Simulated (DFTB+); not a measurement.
**Excited-state calculation, with input and output: C$_{4}$H$_{6}$**

- system: C$_{4}$H$_{6}$, SMILES CC#CC
- method: DFTB2, R-SCC (DFTB+ 25.1)

The geometry comes from this level: PBE0-D4/def2-TZVP.

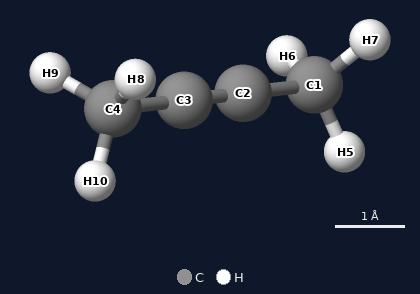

**Figure 1.** The input geometry (ball-and-stick view, seen at a tilt; atoms are numbered from 1 in the order of the input). Bond lengths as drawn: C–C 1.20 to 1.45 Å and C–H 1.09 Å.

Results in brief

- outcome: converged
- total energy: −9.078072 hartree
- basis functions: 22
- HOMO: −6.60 eV
- LUMO: 1.16 eV
- dipole moment: 0.00 D
- lowest excitation: 6.55 eV
- hardware: 1 thread of AMD EPYC (Zen 5), 24 GiB of memory available, shared host
- peak memory: 0.071 GiB

Input (dftb_in.hsd)
```
Geometry = xyzFormat {
  <<< "geo.xyz"
}

Hamiltonian = DFTB {
  SCC = Yes
  SlaterKosterFiles = Type2FileNames {
    Prefix = "slakos/"
    Separator = ""
    Suffix = ".spl"
    LowerCaseTypeName = Yes
  }
  MaxAngularMomentum {
    C = "p"
    H = "s"
  }
  Charge = 0
  SCCTolerance = 1e-08
  SpinConstants {
    ShellResolvedSpin = No
    C = -0.023
    H = -0.072
  }
}

ExcitedState {
  Casida {
    NrOfExcitations = 5
    Symmetry = Both
    Diagonaliser = Stratmann {}
  }
}

Options {
  WriteResultsTag = Yes
}

ParserOptions {
  ParserVersion = 14
}
```

File geo.xyz
```
10

C     -0.988400     1.211300    -1.318100
C     -0.283900     0.351000    -0.385600
C      0.299800    -0.361500     0.386500
C      1.005100    -1.221500     1.318700
H     -1.555600     0.623200    -2.044200
H     -1.691300     1.865400    -0.795800
H     -0.291300     1.844700    -1.872600
H      2.083000    -1.195200     1.139600
H      0.830200    -0.909200     2.351500
H      0.675500    -2.259300     1.223000
```

Launch command:
```bash
dftb+ > output.log
```

The program's output
```
|  DFTB+ development version (commit: a23bfb2)

Reading input file 'dftb_in.hsd'
Parser version: 14

--------------------------------------------------------------------------------
Reading SK-files:
./slakos/cc.spl
./slakos/ch.spl
./slakos/hh.spl
Done.

Processed input in HSD format written to 'dftb_pin.hsd'

Starting initialization...
--------------------------------------------------------------------------------
OpenMP threads:              1
Chosen random seed:          1686351552
Current stacksize:           unlimited
Mode:                        Static calculation
Self consistent charges:     Yes
SCC-tolerance:                 0.100000E-07
Max. scc iterations:                    100
Shell resolved Hubbard:      No
Spin polarisation:           No
Nr. of up electrons:            11.000000
Nr. of down electrons:          11.000000
Periodic boundaries:         No
Electronic solver:           Relatively robust
Casida solver:               Stratmann, SubSpace:   20
Mixer:                       Broyden mixer
Mixing parameter:                  0.200000
Nr. of chrg. vec. in memory:            100
Max. SCC-cycles:                        100
Electronic temperature:              0.100000E-07 H      0.272114E-06 eV
Initial charges:             Set automatically (system chrg:   0.000E+00)
Included shells:             C:  s, p
                             H:  s
Extra options:
                             Mulliken analysis

--------------------------------------------------------------------------------

***  Geometry step: 0

 iSCC Total electronic   Diff electronic      SCC error
    1   -0.93702948E+01    0.00000000E+00    0.16699410E+00
    2   -0.93733554E+01   -0.93702948E+01    0.10995198E+00
    3   -0.93758564E+01   -0.30606642E-02    0.19523556E-01
    4   -0.93758702E+01   -0.25009611E-02    0.32288686E-02
    5   -0.93758716E+01   -0.13834533E-04    0.22748296E-04
    6   -0.93758716E+01   -0.13259010E-05    0.25022776E-06
    7   -0.93758716E+01   -0.65913497E-10    0.40823956E-07
    8   -0.93758716E+01   -0.17763568E-14    0.16099855E-07
    9   -0.93758716E+01    0.17763568E-14    0.69622796E-09

>> Stratmann diagonalisation of response matrix
   Total dimension of A+B:    121 inital subspace:    100
   Iteration  Subspace dimension
        1             104
        2             108
>> Stratmann converged

>> Stratmann diagonalisation of response matrix
   Total dimension of A+B:    121 inital subspace:    100
   Iteration  Subspace dimension
        1             103
        2             105
        3             107
>> Stratmann converged

Total Energy:                       -9.0780717393 H         -247.0269 eV
Extrapolated to 0K:                 -9.0780717393 H         -247.0269 eV
Total Mermin free energy:           -9.0780717393 H         -247.0269 eV
Force related energy:               -9.0780717393 H         -247.0269 eV

--------------------------------------------------------------------------------
--------------------------------------------------------------------------------
Post-SCC processing                    +       0.01 ( 80.5%)       0.01 ( 68.4%)
--------------------------------------------------------------------------------
Missing                                +       0.00 ( 19.5%)       0.01 ( 31.6%)
Total                                  =       0.02 (100.0%)       0.02 (100.0%)
--------------------------------------------------------------------------------
```

File detailed.out
```
Fermi distribution function

Calculation with static geometry

********************************************************************************
 iSCC Total electronic   Diff electronic      SCC error
    9   -0.93758716E+01    0.17763568E-14    0.69622796E-09
********************************************************************************

 Total charge:    -0.00000000

 Atomic gross charges (e)
 Atom           Charge
    1      -0.10215049
    2      -0.09775672
    3      -0.09776601
    4      -0.10214397
    5       0.06662446
    6       0.06663354
    7       0.06665033
    8       0.06665289
    9       0.06662816
   10       0.06662780

Nr. of electrons (up):     22.00000000
Atom populations (up)
 Atom       Population
    1       4.10215049
    2       4.09775672
    3       4.09776601
    4       4.10214397
    5       0.93337554
    6       0.93336646
    7       0.93334967
    8       0.93334711
    9       0.93337184
   10       0.93337220

l-shell populations (up)
 Atom Sh.   l       Population
    1   1   0       1.22751959
    1   2   1       2.87463090
    2   1   0       1.19102554
    2   2   1       2.90673118
    3   1   0       1.19103260
    3   2   1       2.90673341
    4   1   0       1.22753264
    4   2   1       2.87461134
    5   1   0       0.93337554
    6   1   0       0.93336646
    7   1   0       0.93334967
    8   1   0       0.93334711
    9   1   0       0.93337184
   10   1   0       0.93337220

Orbital populations (up)
 Atom Sh.   l   m       Population  Label
    1   1   0   0       1.22751959  s
    1   2   1  -1       0.95707383  p_y
    1   2   1   0       0.95322542  p_z
    1   2   1   1       0.96433164  p_x
    2   1   0   0       1.19102554  s
    2   2   1  -1       0.96615148  p_y
    2   2   1   0       0.95690934  p_z
    2   2   1   1       0.98367036  p_x
    3   1   0   0       1.19103260  s
    3   2   1  -1       0.96620958  p_y
    3   2   1   0       0.95696650  p_z
    3   2   1   1       0.98355733  p_x
    4   1   0   0       1.22753264  s
    4   2   1  -1       0.95708893  p_y
    4   2   1   0       0.95323859  p_z
    4   2   1   1       0.96428382  p_x
    5   1   0   0       0.93337554  s
    6   1   0   0       0.93336646  s
    7   1   0   0       0.93334967  s
    8   1   0   0       0.93334711  s
    9   1   0   0       0.93337184  s
   10   1   0   0       0.93337220  s

Fermi level:                        -0.0998753363 H           -2.7177 eV
Band energy:                        -8.9523889813 H         -243.6069 eV
TS:                                  0.0000000000 H            0.0000 eV
Band free energy (E-TS):            -8.9523889813 H         -243.6069 eV
Extrapolated E(0K):                 -8.9523889813 H         -243.6069 eV
Input / Output electrons (q):     22.0000000000     22.0000000000

Energy H0:                          -9.3816108298 H         -255.2866 eV
Energy SCC:                          0.0057392643 H            0.1562 eV
Total Electronic energy:            -9.3758715655 H         -255.1304 eV
Repulsive energy:                    0.2977998262 H            8.1035 eV
Total energy:                       -9.0780717393 H         -247.0269 eV
Extrapolated to 0:                  -9.0780717393 H         -247.0269 eV
Total Mermin free energy:           -9.0780717393 H         -247.0269 eV
Force related energy:               -9.0780717393 H         -247.0269 eV

Non-constrained calculation

SCC converged

Dipole moment:    0.00028290    0.00010994   -0.00010361 au
Dipole moment:    0.00071907    0.00027945   -0.00026334 Debye
```

File band.out
```
 KPT            1  SPIN            1  KWEIGHT    1.0000000000000000
     1    -18.1248  2.00000
     2    -16.6114  2.00000
     3    -14.8508  2.00000
     4    -11.0011  2.00000
     5     -9.7938  2.00000
     6     -9.7935  2.00000
     7     -9.6315  2.00000
     8     -9.4024  2.00000
     9     -9.4021  2.00000
    10     -6.5960  2.00000
    11     -6.5960  2.00000
    12      1.1605  0.00000
    13      1.1607  0.00000
    14      9.4851  0.00000
    15      9.4879  0.00000
    16     10.0648  0.00000
    17     10.2602  0.00000
    18     10.2629  0.00000
    19     12.5234  0.00000
    20     14.8884  0.00000
    21     17.2874  0.00000
    22     55.0181  0.00000
```

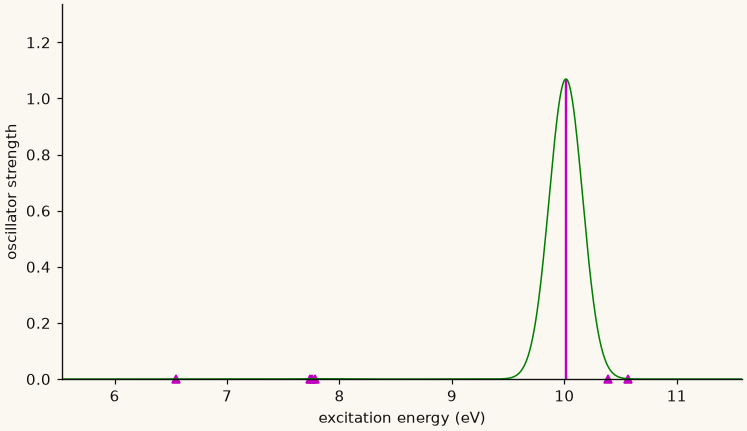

**Figure 2.** Computed excitations as sticks (degenerate states added up, dark ones marked on the axis), with a Gaussian envelope of 0.35 eV full width at half maximum, scaled to the tallest. Of the 10 states the lowest lies at 6.55 eV (f = 0.000); the strongest line is at 10.01 eV, or 124 nm (f = 1.069).

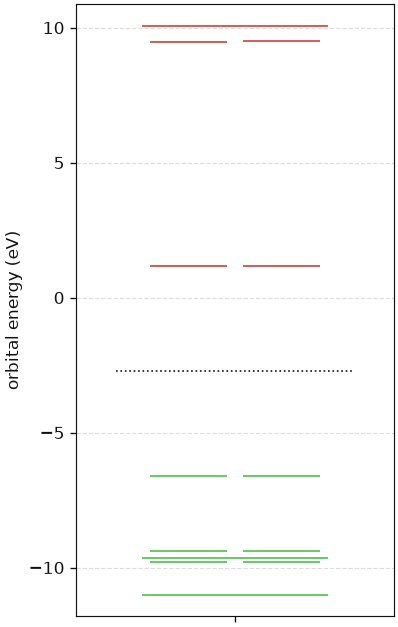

**Figure 3.** Orbital energies near the frontier; the dotted line parts filled from empty levels, and levels within 0.02 eV of each other stand side by side. Highest filled −6.60 eV, lowest empty 1.16 eV, 7.76 eV apart.
